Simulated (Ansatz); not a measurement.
Bands of a (18,0) carbon nanotube, along its axis.

Method: PBE (plane waves to 420 eV, PAW; Ansatz, a quantum-chemistry and plane-wave program). Mesh 1×1×18. No spin polarisation. Periodic along z alone, with about 11 Å of vacuum beside it. An idealised model, rolled from the flat sheet. Symmetry and one short period hold its shape; lower forms weren't sought.

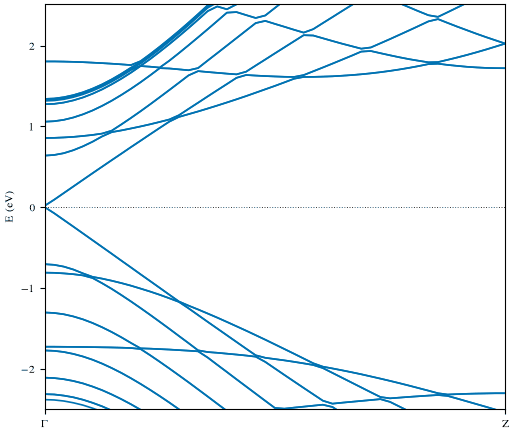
Figure: Bands from the zone centre to the zone edge (period 4.27 Å); the dotted line marks the highest filled level

Question: Is it a metal or a semiconductor at this level? Give what the bands show.

Answer: A semiconductor in PBE.
PBE gap: 0.02 eV, direct at Γ
